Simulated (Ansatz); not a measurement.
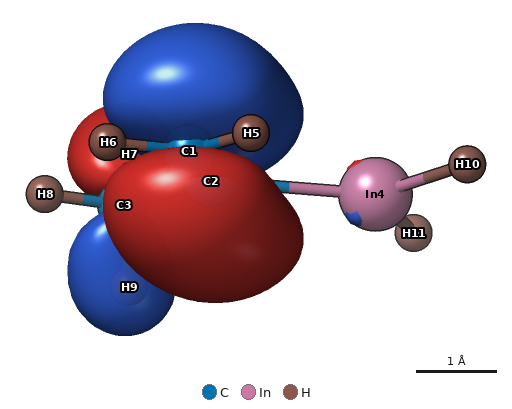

Figure 1: C3H7In (SMILES C=[C](C)[InH2]). The HOMO−1 at ±0.1 Å⁻³ᐟ² (red and blue are the two phases), seen from one side.

Geometry: PBE0-D4/def2-TZVP; core potentials replace the inner electrons of In.

Level of theory: Ansatz, RKS PBE0-D4/def2-TZVPP.

| atom | x (Å) | y (Å) | z (Å) |
| --- | --- | --- | --- |
| C | 0.1867 | 1.4713 | 0.4115 |
| C | -0.0111 | 0.1818 | 0.1348 |
| C | -0.6414 | -0.7408 | 1.1321 |
| In | 0.6151 | -0.5042 | -1.8023 |
| H | 0.6415 | 2.1590 | -0.2956 |
| H | -0.1029 | 1.9000 | 1.3729 |
| H | -1.5565 | -1.1914 | 0.7351 |
| H | -0.8955 | -0.2211 | 2.0624 |
| H | 0.0240 | -1.5737 | 1.3803 |
| H | 1.3266 | 0.6711 | -2.8499 |
| H | 0.4135 | -2.1520 | -2.2812 |

**Where does this orbital lie, and at what energy?**

Its weight (Hirshfeld) is mainly on C1 (about 40 %), C2 (about 35 %) and C3 (about 5 %); π-bonding across C1–C2. Its energy is −7.51 eV.
